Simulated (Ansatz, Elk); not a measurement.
**How far do independent atoms describe Mg3AlN?**

Structure refinements treat a crystal as free atoms side by side. For a made-up structure of Mg3AlN (cell and positions from a PBE relaxation) the runs below show what the calculated density changes in F(hkl).

Calculated with Elk 11.2.3 (patched build); DFT, PBE, all-electron APW+lo, Dirac cores, scalar-relativistic bands, static density, no spin.

The structure was built from a prototype and need not be the compound's stable phase.

## Step 1: The structure

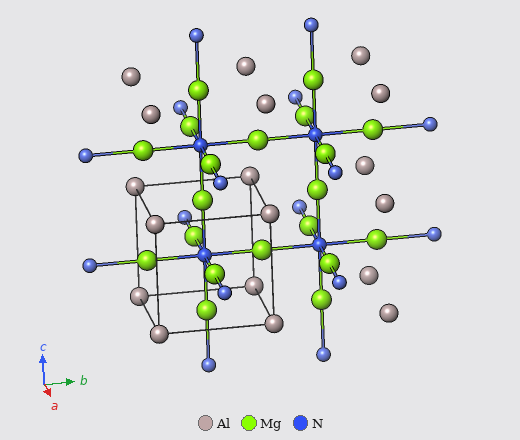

Start, viewed slightly off an axis; aluminium light grey, magnesium green, nitrogen blue. 1×2×2 cells are drawn. Some periodic images of atoms are drawn too.

## Step 2: Ground state and structure factors

An all-electron density is needed, since X-rays see the cores too. Task 0 finds the density and task 195 Fourier-transforms it; tshift is off so that phases refer to the origin typed.

File elk.in:

```
tasks
  0
  195

xctype
  20

spinpol
  .false.

rgkmax
  7.0

gmaxvr
  14.0

lmaxo
  7

lmaxapw
  8

swidth
  0.002

tshift
  .false.

ramdisk
  .false.

hmaxvr
  5.5

maxscl
  120

epspot
  1e-06

sppath
  './'

avec
  8.18190225375 -0.00000000000 0.00000000000
  -0.00000000000 8.18190225375 -0.00000000000
  0.00000000000 -0.00000000000 8.18190225375

atoms
  3
  'Al.in'
  1
  -0.0000000000 0.0000000000 0.0000000000   0.000000 0.000000 0.000000
  'Mg.in'
  3
  0.5000000000 0.5000000000 -0.0000000000   0.000000 0.000000 0.000000
  0.5000000000 -0.0000000000 0.5000000000   0.000000 0.000000 0.000000
  0.0000000000 0.5000000000 0.5000000000   0.000000 0.000000 0.000000
  'N.in'
  1
  0.5000000000 0.5000000000 0.5000000000   0.000000 0.000000 0.000000

ngridk
  5 5 5
```

Started as:

```sh
$ OMP_NUM_THREADS=4 elk
```

Numbers of over 12 decimals in the logs are rounded to 6 here.

What it wrote:

```text
┌─────────────────────────┐
│ Elk code version 11.2.3 │
└─────────────────────────┘

All units are atomic (Hartree, Bohr, etc.)

┌─────────────────────────────────────────────────┐
│ Ground-state run starting from atomic densities │
└─────────────────────────────────────────────────┘

Lattice vectors :
   8.181902254      -0.000000000       0.000000000
  -0.000000000       8.181902254      -0.000000000
   0.000000000      -0.000000000       8.181902254

Reciprocal lattice vectors :
  0.7679369800       0.000000000       0.000000000
   0.000000000      0.7679369800       0.000000000
   0.000000000       0.000000000      0.7679369800

Unit cell volume      :    547.7253739
Brillouin zone volume :   0.4528733290

Muffin-tin inner radius fraction :   0.1000000000E-01

Nuclei treated as point charges

Species : 1 (Al)
 parameters loaded from : Al.in
 name : aluminium
 nuclear charge    :   -13.00000000
 electronic charge :    13.00000000
 atomic mass :    49184.33496
 muffin-tin radius :    2.200000000
 number of radial points in muffin-tin :    793
 inner part over the whole radius :   0.9821194981E-02
 number on inner part of muffin-tin    :    552
 approximate nuclear radius :   0.5839653600E-04
 number of mesh points to nuclear radius :    244
 atomic positions (lattice), magnetic fields (Cartesian) :
  1 :   0.00000000  0.00000000  0.00000000    0.00000000  0.00000000  0.00000000

Species : 2 (Mg)
 parameters loaded from : Mg.in
 name : magnesium
 nuclear charge    :   -12.00000000
 electronic charge :    12.00000000
 atomic mass :    44305.30466
 muffin-tin radius :    2.200000000
 number of radial points in muffin-tin :    793
 inner part over the whole radius :   0.9941530515E-02
 number on inner part of muffin-tin    :    552
 approximate nuclear radius :   0.5710277704E-04
 number of mesh points to nuclear radius :    241
 atomic positions (lattice), magnetic fields (Cartesian) :
  1 :   0.50000000  0.50000000  0.00000000    0.00000000  0.00000000  0.00000000
  2 :   0.50000000  0.00000000  0.50000000    0.00000000  0.00000000  0.00000000
  3 :   0.00000000  0.50000000  0.50000000    0.00000000  0.00000000  0.00000000

Species : 3 (N)
 parameters loaded from : N.in
 name : nitrogen
 nuclear charge    :   -7.000000000
 electronic charge :    7.000000000
 atomic mass :    25532.65216
 muffin-tin radius :    1.800000000
 number of radial points in muffin-tin :    593
 inner part over the whole radius :   0.9919300552E-02
 number on inner part of muffin-tin    :    407
 approximate nuclear radius :   0.4939692610E-04
 number of mesh points to nuclear radius :    170
 atomic positions (lattice), magnetic fields (Cartesian) :
  1 :   0.50000000  0.50000000  0.50000000    0.00000000  0.00000000  0.00000000

Total number of atoms per unit cell :    5
Total muffin-tin volume :    202.8379769
 ratio of muffin-tin to unit cell volume :   0.3703278806

Spin treatment :
 spin-unpolarised

Number of Bravais lattice symmetries :   48
Number of crystal symmetries         :   48
Crystal has inversion symmetry
Real symmetric eigensolver will be used

k-point grid :      5     5     5
k-point offset :    0.000000000       0.000000000       0.000000000
k-point set is reduced with full crystal symmetry group
Total number of k-points :       10

Muffin-tin radius times maximum |G+k| :    7.000000000
 using average radius
Maximum |G+k| for APW functions       :    3.301886792
Maximum (1/2)|G+k|²                   :    5.451228195
Maximum |G| for potential and density :    14.00000000
Constant for pseudocharge density :    8
 order of it for each species :   15  15  15
 order of it for pair densities of each species (exact exchange by exxq0 0: 16) :   10  10   5
Radial integration step length :    1

G-vector grid sizes :     40    40    40
Number of G-vectors :    25413

Maximum angular momentum used for
 APW functions            :    8
 outer part of muffin-tin :    7
 inner part of muffin-tin :    2

Total nuclear charge    :   -56.00000000
[...]
exchange                    :     -73.259282726742
 correlation                 :     -2.097686
 electron entropic           :    -0.24591126729581E-03
 total energy                :     -898.74250496586

Density of states at Fermi energy :    15.01475432
 (states/Hartree/unit cell)

Estimated indirect band gap :   0.2275145908E-01
 from k-point 5 to k-point 9
Estimated direct band gap   :   0.3496176296E-01
 at k-point 8

Charges :
 core                        :    12.00000000
 valence                     :    44.00000000
 interstitial                :    6.087070498
 muffin-tins (core leakage)
  species : 1 (Al)
   atom 1                    :    11.05868629     (  0.4737376826E-03)
  species : 2 (Mg)
[...]
species : 3 (N)
[...]
total in muffin-tins        :    49.91292950
 total calculated charge     :    55.99860224
 total charge                :    56.00000000
 error                       :   0.1397760371E-02

RMS change in Kohn-Sham potential (target) :    1.302646709     (  0.1000000000E-05)
Absolute change in total energy (target)   :   0.2296747837E-01 (  0.1000000000E-03)

[... loops 3 to 15 left out ...]

┌──────────────────┐
│ Loop number : 16 │
└──────────────────┘

Energies :
 Fermi                       :     0.180508
 sum of occupied eigenvalues :     -473.67801482729
 electron kinetic            :      899.62611321377
 core electron kinetic       :      630.15021770926
 Coulomb                     :     -1723.3308942386
 Coulomb potential           :     -1276.6645909813
 nuclear-nuclear             :     -188.65321589267
 electron-nuclear            :     -1797.5706879222
 Hartree                     :      262.89300957627
 Madelung                    :     -1084.9985987479
 xc potential                :     -96.639537059775
 exchange                    :     -72.815836474857
 correlation                 :     -2.106061
 electron entropic           :    -0.85506487463202E-03
 total energy                :     -898.62753335297

Density of states at Fermi energy :    68.67631130
 (states/Hartree/unit cell)

Estimated indirect band gap :   0.6724976001E-02
 from k-point 5 to k-point 4
Estimated direct band gap   :   0.3681390121E-01
 at k-point 4

Charges :
 core                        :    12.00000000
 valence                     :    44.00000000
 interstitial                :    6.698435202
 muffin-tins (core leakage)
  species : 1 (Al)
[...]
species : 2 (Mg)
[...]
species : 3 (N)
[...]
total in muffin-tins        :    49.30156480
 total calculated charge     :    55.99886457
 total charge                :    56.00000000
 error                       :   0.1135429926E-02

RMS change in Kohn-Sham potential (target) :   0.8256643175E-06 (  0.1000000000E-05)
Absolute change in total energy (target)   :   0.2292776549E-04 (  0.1000000000E-03)

Convergence targets achieved

┌──────────────────┐
│ Loop number : 17 │
└──────────────────┘

Energies :
 Fermi                       :     0.180508
 sum of occupied eigenvalues :     -473.67801004093
 electron kinetic            :      899.62611538970
 core electron kinetic       :      630.15021753051
 Coulomb                     :     -1723.3308919358
 Coulomb potential           :     -1276.6645892776
 nuclear-nuclear             :     -188.65321589267
 electron-nuclear            :     -1797.5706847571
 Hartree                     :      262.89300871389
 Madelung                    :     -1084.9985972971
 xc potential                :     -96.639536153075
 exchange                    :     -72.815836318302
 correlation                 :     -2.106061
 electron entropic           :    -0.85506665291570E-03
 total energy                :     -898.62752871159

Density of states at Fermi energy :    68.67647720
 (states/Hartree/unit cell)

Estimated indirect band gap :   0.6724984932E-02
 from k-point 5 to k-point 4
Estimated direct band gap   :   0.3681393091E-01
 at k-point 4

Charges :
 core                        :    12.00000000
 valence                     :    44.00000000
 interstitial                :    6.698434807
 muffin-tins (core leakage)
  species : 1 (Al)
[...]
species : 2 (Mg)
[...]
atom 2                    :    10.54485861     ( -0.9828258873E-07)
   atom 3                    :    10.54485861     ( -0.9828258873E-07)
  species : 3 (N)
   atom 1                    :    6.490696137     ( -0.7989619677E-07)
 total in muffin-tins        :    49.30156519
 total calculated charge     :    55.99886457
 total charge                :    56.00000000
 error                       :   0.1135431090E-02

┌──────────────────────────────┐
│ Self-consistent loop stopped │
└──────────────────────────────┘

Warning : core states of species 1 leak from the muffin-tin :   0.4678092602E-03

Wrote STATE.OUT
```

It took 13 s on 4 threads of Intel Xeon at 2.60GHz (Ice Lake), shared host; peak memory 0.17 GiB; 26 s of CPU time.

SFACRHO.OUT:

```text

h k l indices transformed by vhmat matrix:
   1.000000000       0.000000000       0.000000000    
   0.000000000       1.000000000       0.000000000    
   0.000000000       0.000000000       1.000000000    

      h      k      l  multipl.   |H|            Re(F)            Im(F)           |F|

      0      0      0      1   0.0000000       56.000000      0.40287588E-17   56.000000    
      0      1      0      6  0.76793698      -5.4873758      0.28001227E-14   5.4873758    
      0     -1      1     12   1.0860269       6.1249559     -0.12619141E-14   6.1249559    
      1     -1     -1      8   1.3301059       30.241484      0.16163481E-14   30.241484    
     -2      0      0      6   1.5358740       37.801348      0.50702275E-14   37.801348    
     -1      0     -2     24   1.7171593      -3.4359841     -0.31280463E-14   3.4359841    
     -2      1      1     24   1.8810538       3.7512967     -0.41395800E-14   3.7512967    
     -2      2      0     12   2.1720538       31.811642      0.20731586E-14   31.811642    
     -2     -1      2     24   2.3038109      -2.2373928     -0.34065921E-14   2.2373928    
      3      0      0      6   2.3038109      -2.2837939      0.61339556E-14   2.2837939    
     -3      0     -1     24   2.4284300       3.1209956      0.14225682E-14   3.1209956    
     -3     -1      1     24   2.5469588       23.685185      0.30633448E-14   23.685185    
      2      2      2      8   2.6602117       27.684818     -0.10921992E-13   27.684818    
      0     -2     -3     24   2.7688362      -1.6820775     -0.58182095E-14   1.6820775    
     -2      3      1     48   2.8733571       2.8027392     -0.33805994E-14   2.8027392    
      0      0      4      6   3.0717479       24.530036     -0.66512318E-14   24.530036    
      0      4     -1     24   3.1662853      -1.3803720     -0.39787577E-15   1.3803720    
      3      2      2     24   3.1662853      -1.3647432      0.56689856E-14   1.3647432
```

Elk indexes on the primitive cell of elk.in and gives |H| = 4π sin θ/λ in inverse bohr. Below, one row stands for each form hkl of the conventional cell (m members, Friedel mates merged), F is for one primitive cell and the density is static (no thermal factor). Free-atom factors are Waasmaier and Kirfel's, and R is Σm||F|−|F'||/Σm|F|.

```
hkl   m  sin θ/λ (Å⁻¹)  abs F, DFT  neutral atoms   diff.
100   6          0.116       5.487          5.256  +0.231
110  12          0.163       6.125          5.675  +0.450
111   8          0.200      30.241         30.810  -0.569
200   6          0.231      37.801         37.764  +0.037
210  24          0.258       3.436          3.323  +0.113
211  24          0.283       3.751          3.818  -0.067
220  12          0.327      31.812         31.857  -0.046
221  24          0.346       2.237          2.287  -0.049
300   6          0.346       2.284          2.287  -0.003
310  24          0.365       3.121          3.154  -0.033
311  24          0.383      23.685         23.663  +0.022
222   8          0.400      27.685         27.748  -0.064
320  24          0.416       1.682          1.709  -0.027
321  48          0.432       2.803          2.825  -0.023
```

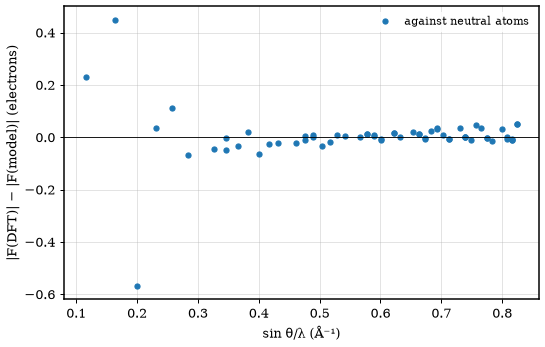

Difference between the calculated structure factors and the independent-atom ones.

## Step 3: The highest occupied states alone

An energy window below the Fermi level keeps the highest occupied states, to see at which angles they scatter; shallow core shells can lie inside it and anion s states outside. No new self-consistency is needed.

elk.in: that of step 2 with these lines changed.

```diff
@@ -1,3 +1,2 @@
 tasks
-  0
   195
@@ -40,2 +39,5 @@
 
+wsfac
+  -0.260480 0.480510
+
 sppath
```

Started as:

```sh
$ OMP_NUM_THREADS=4 elk
```

What it wrote:

```text
┌─────────────────────────────────┐
│ Elk code version 11.2.3 started │
└─────────────────────────────────┘

Info(readinput): the functional depends on the density's gradient
 muffin-tin radial points multiplied by    2.00000
 (not where nrmtscf is given)

┌────────────────────┐
│ Current task : 195 │
└────────────────────┘

Info(sfacrho): density structure factors written to SFACRHO.OUT

 Energy window :  -0.2604800000      0.4805100000

┌──────────────────┐
│ Elk code stopped │
└──────────────────┘
```

Elapsed: 5.4 s, on 4 threads; peak memory 0.16 GiB; 5.9 s of CPU time.

States within 12 eV below the Fermi level hold 12.00 electrons; any levels below the window count with the cores. Their amplitudes can exceed the total, where window and core parts have opposite phase:

```
hkl  sin θ/λ (Å⁻¹)  abs F, window  abs F, all
100          0.116          2.094       5.487
110          0.163          2.788       6.125
111          0.200          2.001      30.241
200          0.231          1.395      37.801
210          0.258          1.296       3.436
211          0.283          0.916       3.751
220          0.327          0.648      31.812
221          0.346          0.640       2.237
300          0.346          0.674       2.284
310          0.365          0.472       3.121
```

## Step 4: Another functional

The difference from free atoms is small, so it is set against the change that LDA (Perdew-Wang) makes.

elk.in: that of step 3 with these lines changed.

```diff
@@ -1,2 +1,3 @@
 tasks
+  0
   195
@@ -4,3 +5,3 @@
 xctype
-  20
+  3
 
@@ -39,5 +40,2 @@
 
-wsfac
-  -0.260480 0.480510
-
 sppath
```

Started as:

```sh
$ OMP_NUM_THREADS=4 elk
```

What it wrote:

```text
┌─────────────────────────┐
│ Elk code version 11.2.3 │
└─────────────────────────┘

All units are atomic (Hartree, Bohr, etc.)

┌─────────────────────────────────────────────────┐
│ Ground-state run starting from atomic densities │
└─────────────────────────────────────────────────┘

Lattice vectors :
   8.181902254      -0.000000000       0.000000000
  -0.000000000       8.181902254      -0.000000000
   0.000000000      -0.000000000       8.181902254

Reciprocal lattice vectors :
  0.7679369800       0.000000000       0.000000000
[...]
species : 1 (Al)
[...]
species : 2 (Mg)
[...]
atom 3                    :    10.56039696     ( -0.1573064647E-05)
  species : 3 (N)
   atom 1                    :    6.466434151     ( -0.4228188206E-05)
 total in muffin-tins        :    49.34129475
 total calculated charge     :    55.99885430
 total charge                :    56.00000000
 error                       :   0.1145702800E-02

┌──────────────────────────────┐
│ Self-consistent loop stopped │
└──────────────────────────────┘

Warning : core states of species 1 leak from the muffin-tin :   0.4950875017E-03

Wrote STATE.OUT
[key lines of the parts left out:]
total energy                :     -894.92413486465
```

The job ended after 8 s (4 threads; peak memory 0.16 GiB).

Against the first run R = 0.17 %; the largest change is -0.064 at 311.

## Step 5: Basis size

A smaller basis shows how fast F responds to it; the change is likely larger than the basis error of the first run, but doesn't show convergence.

elk.in: that of step 4 with these lines changed.

```diff
@@ -5,3 +5,3 @@
 xctype
-  3
+  20
 
@@ -11,3 +11,3 @@
 rgkmax
-  7.0
+  5.5
```

Started as:

```sh
$ OMP_NUM_THREADS=4 elk
```

What it wrote:

```text
┌─────────────────────────┐
│ Elk code version 11.2.3 │
└─────────────────────────┘

All units are atomic (Hartree, Bohr, etc.)

┌─────────────────────────────────────────────────┐
│ Ground-state run starting from atomic densities │
└─────────────────────────────────────────────────┘

Lattice vectors :
   8.181902254      -0.000000000       0.000000000
  -0.000000000       8.181902254      -0.000000000
   0.000000000      -0.000000000       8.181902254

Reciprocal lattice vectors :
  0.7679369800       0.000000000       0.000000000
[...]
species : 1 (Al)
[...]
species : 2 (Mg)
[...]
atom 3                    :    10.54246527     ( -0.9828258918E-07)
  species : 3 (N)
   atom 1                    :    6.446007437     ( -0.8066586243E-07)
 total in muffin-tins        :    49.24801960
 total calculated charge     :    55.99924578
 total charge                :    56.00000000
 error                       :   0.7542227102E-03

┌──────────────────────────────┐
│ Self-consistent loop stopped │
└──────────────────────────────┘

Warning : core states of species 1 leak from the muffin-tin :   0.4681687713E-03

Wrote STATE.OUT
[key lines of the parts left out:]
total energy                :     -898.58958378103
```

Elapsed: 12 s, on 4 threads; peak memory 0.16 GiB; 20 s of CPU time.

Against the first run R = 0.13 %; the largest change is -0.030 at 300.

## Step 6: Settings against the effect

```
              run  R against the first run (%)  R against neutral atoms, low angle (%)  wall time
    PBE, rgkmax 7                         0.00                                    2.12       13 s
LDA (Perdew-Wang)                         0.17                                    1.99        8 s
       rgkmax 5.5                         0.13                                    2.09       12 s
```

## Step 7: Outcome

```json
{"R against neutral atoms, sin θ/λ < 0.3 Å⁻¹": "2.12 %", "R against neutral atoms, 0.3 to 0.82 Å⁻¹": "0.28 %"}
```

**Reading.** Independent neutral atoms miss the calculated amplitudes by R = 2.12 % below 0.3 Å⁻¹ and 0.28 % from there to 0.82 Å⁻¹; by shells, 4.21 % below 0.15 Å⁻¹ (1 form), 2.02 % 0.15 to 0.3 (5 forms), 0.36 % 0.3 to 0.45 (8 forms), 0.27 % above 0.45 (48 forms). Bonding, aspherical density and the tables' own atoms all enter these figures, and the runs don't part them. The largest change of an amplitude is -0.57 electrons, at 111. The window's part falls from 12.0 electrons at the origin to at most 0.39 between 0.45 and 0.82 Å⁻¹. Below 0.3 Å⁻¹ the changes that finished (LDA (Perdew-Wang) and rgkmax 5.5) move F by R = 0.19 % at most, against the 2.12 % that separates it from free atoms. The k-mesh has no finished test. Part of the difference isn't bonding: the tables are fits to free atoms and ions calculated by other methods than this functional. Thermal motion, anomalous dispersion and extinction are left out.

[Logs are printed without paths, hosts, clocks, repeated set-up lines and the standing remarks that a program may print on its own settings, such as how far it seeks lower states.]

[Hosts, paths, dates, database ids (printed as entryN), source tags and the programs' standing remarks are cut or masked in the printed files.]
